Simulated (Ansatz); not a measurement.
# GaH₂ (doublet): one geometry, many settings at distance Ga1–H2 = 2.204 Å

Aim: run GaH₂ (doublet) at one geometry under a spread of methods and options, and see what each costs and gives.

The runs use Ansatz 0.2.0, Gaussian basis; the settings change from run to run.

17 further runs of the same task are left out: 5 for a known fault of the program, 10 that didn't finish, 2 set aside as unsound or not needed.

## 1. The geometry

The geometry derives from a PBE0/def2-TZVP stationary point (not a proven minimum). One bond is set to the value named and the two fragments are kept rigid. No spin-orbit coupling is included. The filled d shell of Ga may be among the frozen orbitals whatever the setting's name suggests; the logs give the count.

3 atoms, charge 0, spin multiplicity 2.

Atoms are counted from 1 here; the program's logs count them from 0.

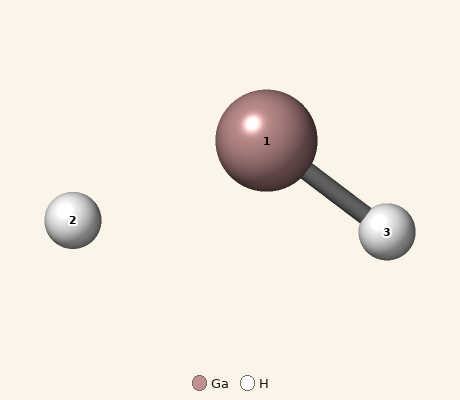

The geometry (gallium pink, hydrogen white); atoms are numbered from 1 in the order of the file.

## 2. CCSD(T) on ROHF/aug-cc-pVDZ

The input, in.yaml:

```yaml
crystal:
  periodic: [false, false, false]
  atoms:
    - {symbol: Ga, position_ang: [0.000000, -0.026489, 0.007447]}
    - {symbol: H, position_ang: [0.000000, 1.067756, -1.905729]}
    - {symbol: H, position_ang: [0.000000, 0.764585, 1.390559]}
basis:
  gaussian: {orbitals: aug-cc-pVDZ}
magnetization: {spin_polarized: false, initial_magnetization: 1}
correlation: {method: ccsd_t, electrons: outside_noble_gas}
scf: {lower_state_search: off}
```

Started as:

```
$ ansatz run in.yaml --threads 1 --pin off --events-out ev --progress --plain --max-ram 2393MiB
```

Log, cut to the lines that bear on the results:

```text
Functional definition: HF
  name "HF"
  cite "Fock, Z. Phys. 61, 126 (1930) doi:10.1007/BF01340294"
  parent pbe
[...]
576 factors; integrals over basis functions are off by at most 5.0e-4 eV
[...]
mean field -52362.32363912 eV, -1924.2799012799 hartree, gradient 7.7e-7 eV, S^2 0.750000; 0 other end points of the search recorded, 0 dependent functions left out
14 core orbitals not correlated: weight in the atoms' cores, before any rotation towards them, 0.999 or more for the frozen orbitals, at most 0.001 for the correlated occupied ones
reference -52362.32363912 eV, -1924.2799012799 hartree; 3, 2 occupied and 37, 38 virtual orbitals, 576 factors
second order -1.69550085 eV of doubles, -0.03796620 eV of singles
cycle   1  -2.15832572 eV  change   -4.2e-1 eV  update   6.8e-2
[...]
cycle  13  -2.42426145 eV  change    6.2e-6 eV  update   2.7e-6
perturbative correction -0.05720555 eV, -0.0021022653 hartree
Total energy: -52364.80510612 eV, -1924.3710935101 hartree
Checks for a lower state left out: stability, starts, cluster_reference, orbital_swaps, neighbouring_geometries, increment
```

Run time: 0.75 s. Hardware: 1 thread of AMD EPYC 9R45, shared host.

From the report: correlation -2.4815 eV; T1 0.045; largest double amplitude 0.06.

## 3. CCSDT(Q) on ROHF/def2-mTZVP

in.yaml, as its differences from that of step 2:

```diff
@@ -7,5 +7,4 @@
 basis:
-  gaussian: {orbitals: aug-cc-pVDZ}
+  gaussian: {orbitals: def2-mTZVP}
 magnetization: {spin_polarized: false, initial_magnetization: 1}
-correlation: {method: ccsd_t, electrons: outside_noble_gas}
-scf: {lower_state_search: off}
+correlation: {method: ccsdt_q, electrons: outside_noble_gas}
```

The command is unchanged.

Log, cut to the lines that bear on the results:

```text
Functional definition: HF
  name "HF"
  cite "Fock, Z. Phys. 61, 126 (1930) doi:10.1007/BF01340294"
  parent pbe
[...]
650 factors; integrals over basis functions are off by at most 1.8e-7 eV
[...]
mean field -52363.10610903 eV, -1924.3086565189 hartree, gradient 2.5e-6 eV, S^2 0.750000; 2 other end points of the search recorded, 0 dependent functions left out
determinant -52363.10610903 eV, -1924.3086565189 hartree, with singles and doubles -52365.13192970 eV, -1924.3831040551 hartree
determinant -52360.79245593 eV, -1924.2236313357 hartree, with singles and doubles -52363.37653985 eV, -1924.3185946680 hartree
determinant -52359.81283669 eV, -1924.1876309927 hartree, with singles and doubles -52362.69762768 eV, -1924.2936451060 hartree
14 core orbitals not correlated: weight in the atoms' cores, before any rotation towards them, 0.999 or more for the frozen orbitals, at most 0.001 for the correlated occupied ones
reference -52363.10610903 eV, -1924.3086565189 hartree; 3, 2 occupied and 25, 26 virtual orbitals, 650 factors
second order -1.32361197 eV of doubles, -0.03770812 eV of singles
cycle   1  -1.72772350 eV  change   -3.6e-1 eV  update   7.6e-2
[...]
cycle  16  -2.10555423 eV  change    1.8e-7 eV  update   5.3e-7
perturbative correction -0.00103678 eV, -0.0000381010 hartree
Total energy: -52365.21270004 eV, -1924.3860723105 hartree
```

Run time: 3.4 s. Hardware: 1 thread of AMD EPYC 9R45, shared host.

From the report: correlation -2.1066 eV; T1 0.052; largest double amplitude 0.10.

## 4. CCSD(T) on ROHF/STO-3G

in.yaml, as its differences from that of step 3:

```diff
@@ -7,4 +7,4 @@
 basis:
-  gaussian: {orbitals: def2-mTZVP}
+  gaussian: {orbitals: STO-3G}
 magnetization: {spin_polarized: false, initial_magnetization: 1}
-correlation: {method: ccsdt_q, electrons: outside_noble_gas}
+correlation: {method: ccsd_t, electrons: valence}
```

Same command.

Log, cut to the lines that bear on the results:

```text
Functional definition: HF
  name "HF"
  cite "Fock, Z. Phys. 61, 126 (1930) doi:10.1007/BF01340294"
  parent pbe
[...]
196 factors; integrals over basis functions are off by at most 5.5e-5 eV
[...]
mean field -51755.87428189 eV, -1901.9932984680 hartree, gradient 2.6e-6 eV, S^2 0.750000; 16 other end points of the search recorded, 0 dependent functions left out
[...]
determinant -51755.87428189 eV, -1901.9932984680 hartree, with singles and doubles -51758.05830063 eV, -1902.0735596761 hartree
determinant -51755.63973369 eV, -1901.9846789806 hartree, with singles and doubles -51757.84697119 eV, -1902.0657934624 hartree
determinant -51755.52543399 eV, -1901.9804785440 hartree, with singles and doubles -51757.76434391 eV, -1902.0627569658 hartree
determinant -51755.87428189 eV, -1901.9932984680 hartree, with singles and doubles -51758.06571239 eV, -1902.0738320533 hartree
determinant -51755.63973369 eV, -1901.9846789806 hartree, with singles and doubles -51757.85780403 eV, -1902.0661915620 hartree
determinant -51755.52543399 eV, -1901.9804785440 hartree, with singles and doubles -51757.76981742 eV, -1902.0629581137 hartree
[...]
unrestricted determinant -51756.37680371 eV, -1902.0117658042 hartree, S^2 1.6632
9 core orbitals not correlated: weight in the atoms' cores, before any rotation towards them, 0.999 or more for the frozen orbitals, at most 0.001 for the correlated occupied ones
reference -51755.87428189 eV, -1901.9932984680 hartree; 8, 7 occupied and 3, 4 virtual orbitals, 196 factors
second order -1.22883544 eV of doubles, -0.00026594 eV of singles
cycle   1  -2.19143025 eV  change    2.4e-7 eV  update   8.6e-6
perturbative correction -0.01140654 eV, -0.0004191824 hartree
Total energy: -51758.07711868 eV, -1902.0742512268 hartree
```

Wall time 2 s (1 thread of AMD EPYC 9R45, shared host).

From the report: correlation -2.2028 eV; T1 0.047; largest double amplitude 0.16.

## 5. CCSD on ROHF/pcseg-2

in.yaml, as its differences from that of step 4:

```diff
@@ -7,4 +7,5 @@
 basis:
-  gaussian: {orbitals: STO-3G}
+  gaussian: {orbitals: pcseg-2}
 magnetization: {spin_polarized: false, initial_magnetization: 1}
-correlation: {method: ccsd_t, electrons: valence}
+correlation: {method: ccsd, electrons: outside_noble_gas}
+output: {forces: true}
```

Launched as before.

Log, cut to the lines that bear on the results:

```text
Functional definition: HF
  name "HF"
  cite "Fock, Z. Phys. 61, 126 (1930) doi:10.1007/BF01340294"
  parent pbe
[...]
437 factors; integrals over basis functions are off by at most 1.2e-3 eV
[...]
mean field -52363.46693177 eV, -1924.3219165098 hartree, gradient 2.5e-6 eV, S^2 0.750000; 2 other end points of the search recorded, 0 dependent functions left out
[...]
determinant -52363.46693177 eV, -1924.3219165098 hartree, with singles and doubles -52366.09791535 eV, -1924.4186033729 hartree
determinant -52361.17608167 eV, -1924.2377293217 hartree, with singles and doubles -52364.25703741 eV, -1924.3509523567 hartree
determinant -52360.20001584 eV, -1924.2018595637 hartree, with singles and doubles -52363.51856262 eV, -1924.3238139085 hartree
14 core orbitals not correlated: weight in the atoms' cores, before any rotation towards them, 0.999 or more for the frozen orbitals, at most 0.001 for the correlated occupied ones
reference -52363.46693177 eV, -1924.3219165098 hartree; 3, 2 occupied and 54, 55 virtual orbitals, 437 factors
second order -1.88900660 eV of doubles, -0.03724765 eV of singles
cycle   1  -2.54424104 eV  change   -1.3e-1 eV  update   2.1e-2
[...]
cycle  13  -2.56235691 eV  change    5.8e-8 eV  update   5.0e-7
[...]
Total energy: -52366.02928868 eV, -1924.4160813894 hartree
Atom 0 at     0.000000    -0.026489     0.007447 Å, force    -0.000000     0.780105    -2.140585 eV/Å
Atom 1 at     0.000000     1.067756    -1.905729 Å, force     0.000000    -1.012477     1.863902 eV/Å
Atom 2 at     0.000000     0.764585     1.390559 Å, force     0.000000     0.232372     0.276683 eV/Å
Dipole moment:    -0.000000    -0.189823     0.247755 e Å
```

Run time: 3.4 s. Hardware: 1 thread of AMD EPYC 9R45, shared host.

From the report: correlation -2.5624 eV; T1 0.045; largest double amplitude 0.07.

## 6. CCSDT(Q) on ROHF/def2-SVP

The input, in.yaml:

```yaml
crystal:
  periodic: [false, false, false]
  atoms:
    - {symbol: Ga, position_ang: [0.000000, -0.026489, 0.007447]}
    - {symbol: H, position_ang: [0.000000, 1.067756, -1.905729]}
    - {symbol: H, position_ang: [0.000000, 0.764585, 1.390559]}
basis:
  gaussian: {orbitals: def2-SVP, point_charges: [{charge: -0.50, position_ang: [2.903, 0.146, -0.443]}]}
magnetization: {spin_polarized: false, initial_magnetization: 1}
hamiltonian: {pseudopotentials: {relativity: scalar}}
correlation: {method: ccsdt_q, electrons: outside_noble_gas, diis_vectors: 2}
```

The command is unchanged.

Log, cut to the lines that bear on the results:

```text
Functional definition: HF
  name "HF"
  cite "Fock, Z. Phys. 61, 126 (1930) doi:10.1007/BF01340294"
  parent pbe
[...]
665 factors; integrals over basis functions are off by at most 1.8e-7 eV
[...]
mean field -52766.36117498 eV, -1939.1280068564 hartree, gradient 3.4e-6 eV, S^2 0.750000; 2 other end points of the search recorded, 0 dependent functions left out
determinant -52766.36117498 eV, -1939.1280068564 hartree, with singles and doubles -52768.63139328 eV, -1939.2114358402 hartree
determinant -52763.56008231 eV, -1939.0250685995 hartree, with singles and doubles -52766.29630526 eV, -1939.1256229382 hartree
determinant -52763.13802280 eV, -1939.0095581983 hartree, with singles and doubles -52766.11530447 eV, -1939.1189712816 hartree
14 core orbitals not correlated: weight in the atoms' cores, before any rotation towards them, 0.999 or more for the frozen orbitals, at most 0.001 for the correlated occupied ones
reference -52766.36117498 eV, -1939.1280068564 hartree; 3, 2 occupied and 25, 26 virtual orbitals, 665 factors
second order -1.58349728 eV of doubles, -0.03860687 eV of singles
cycle   1  -2.00905699 eV  change   -3.9e-1 eV  update   6.9e-2
[...]
cycle  26  -2.34529302 eV  change   -7.4e-8 eV  update   5.6e-7
perturbative correction -0.00090561 eV, -0.0000332804 hartree
Total energy: -52768.70737361 eV, -1939.2142280656 hartree
Relativity: scalar
```

Run time: 2.8 s. Hardware: 1 thread of AMD EPYC 9R45, shared host.

From the report: correlation -2.3462 eV; T1 0.049; largest double amplitude 0.10.

## 7. All runs side by side

Where basis and cores are those of an earlier FCI/aug-cc-pVDZ run (-52364.8290 eV), and the state is the same kind, the miss against it is given.

| level | correlated | functions | energy (eV) | from FCI (meV) | time |
| --- | --- | --- | --- | --- | --- |
| CCSD(T) on ROHF/aug-cc-pVDZ | outside noble gas | 54 | -52364.8051 | 23.9 | 0.75 s |
| CCSDT(Q) on ROHF/def2-mTZVP | outside noble gas | 42 | -52365.2127 |  | 3.4 s |
| CCSD(T) on ROHF/STO-3G | valence | 20 | -51758.0771 |  | 2 s |
| CCSD on ROHF/pcseg-2 | outside noble gas | 71 | -52366.0293 |  | 3.4 s |
| CCSDT(Q) on ROHF/def2-SVP (beside a point charge, relativity set) | outside noble gas | 42 | -52768.7074 |  | 2.8 s |

## 8. Summary of results

```
quantity                                value
    runs                                    5
quickest  CCSD(T) on ROHF/aug-cc-pVDZ, 0.75 s
 slowest   CCSDT(Q) on ROHF/def2-mTZVP, 3.4 s
```

What this shows: Total energies in different bases, with other cores or another treatment of relativity can't be set against each other. CCSDT(Q) on ROHF/def2-mTZVP took 5 times as long as CCSD(T) on ROHF/aug-cc-pVDZ; the jobs differ in more than the method.
